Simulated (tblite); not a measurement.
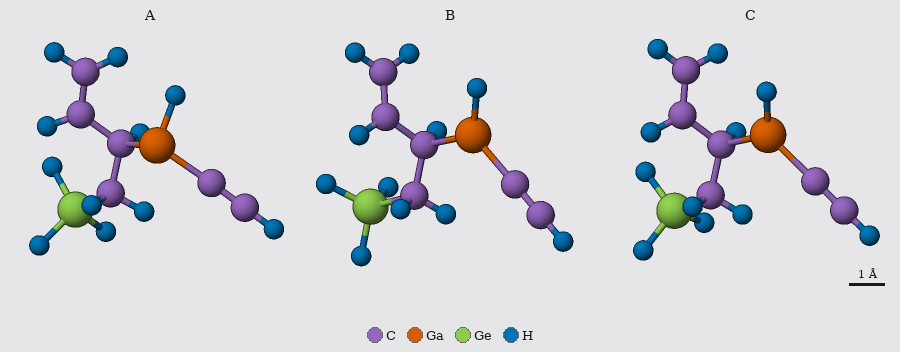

3 geometries from one relaxation of C6H11GaGe, in shuffled order. A ball-and-stick model, seen from a free direction.

The calculation used tblite 0.8.0, GFN2-xTB geometry optimisation, gas phase. 

**Put them in the order of the run, from the start to the converged end.**

A, C, B. They are steps 0, 69, 170, at +29.5 kcal/mol, +1.12 kcal/mol relative to the last. After 170 geometry steps the energy has fallen by 29.5 kcal/mol. The largest move after the best rigid fit is that of an H atom, 1.43 Å. By element the largest moves are H 1.43 Å, Ga 0.68 Å, C 0.45 Å, Ge 0.17 Å. Near-neighbour distances that change, for instance: Ge–H 1.560 → 1.495 Å, C–Ge 1.935 → 1.976 Å, C–Ga 1.947 → 1.979 Å, C–H 1.127 → 1.096 Å. Among the angles between lasting bonds that change: C–Ga–H 95.9° → 121.1°, C–Ga–H 104.6° → 117.5°, Ga–C–C 98.1° → 109.6°. Groups turn about C–Ge by about 45°, C–C by about 35°. Cost: 2.4 s on 1 thread of Arm Neoverse N1, on a shared host.
